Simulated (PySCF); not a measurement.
System: C$_{4}$H$_{8}$NO$_{2}$Si (SMILES O=COC/C=N\[CH][SiH3]) (doublet).

The calculation's input:

```
{"job": {"kind": "epr", "basis": "pcH-1"}, "charge": 0, "multiplicity": 2}
O     -1.900081     0.827280     1.415961
C     -1.749772     0.974107     0.240664
O     -1.617008     0.018243    -0.664705
C     -1.592505    -1.320749    -0.167898
C     -0.345191    -1.616875     0.629845
N      0.727611    -0.922912     0.607273
C      1.208787    -0.022398    -0.199302
Si     2.402610     1.268390     0.441700
H     -1.713347     1.950374    -0.271789
H     -1.642899    -1.956348    -1.059397
H     -2.474530    -1.496851     0.457921
H     -0.404896    -2.432674     1.334510
H      0.972737    -0.077536    -1.262496
H      2.055913     1.627454     1.813882
H      2.284522     2.425209    -0.452231
H      3.780450     0.764230     0.392134
```

Command:

```sh
OMP_NUM_THREADS=1 python probes_run.py task.json out
```

Geometry: GFN2-xTB.

Theory: UKS B3LYP, pcH-1 on C H N O Si, non-relativistic, mean-field spin-orbit, GIAO (PySCF).

Q: Predict the electron density, electron localisation function and spin density between the atoms.

A: C–N (1.28 Å): ρ is about 2.2 e/Å³ halfway; the ELF peaks at about 0.85 between the atoms, as expected for localised, covalent bonding.
C–C (1.51 Å): the density is about 1.6 e/Å³ at the midpoint; the ELF peaks at about 0.95 between the atoms, as expected for localised, covalent bonding.
C–H (1.08 Å): ρ is about 1.8 e/Å³ halfway; the ELF is about 1 at the midpoint: a covalent bond by its length.
The unpaired spin (1 electron) lies mostly on C7 (about 0.4), C5 (about 0.3) and N6 (about 0.1), in electrons by Hirshfeld's partition.

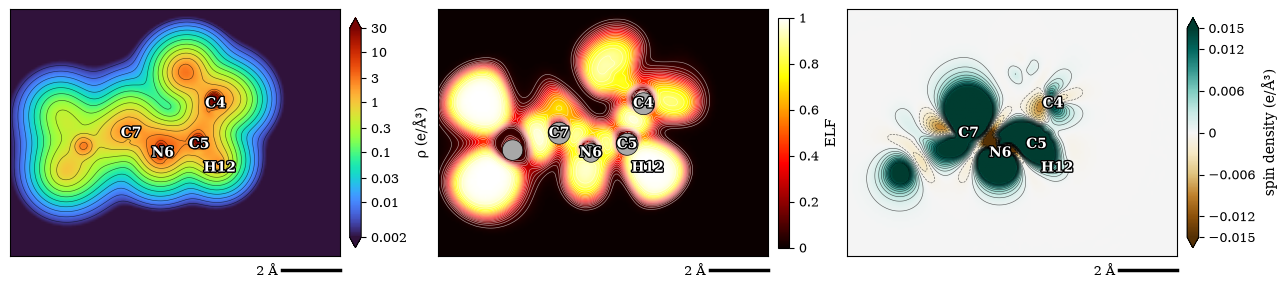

Computed electron density, electron localisation function and spin density on the plane of atoms N6, C5 and H12, in this order. Grey discs cover the atomic cores in the ELF map. 
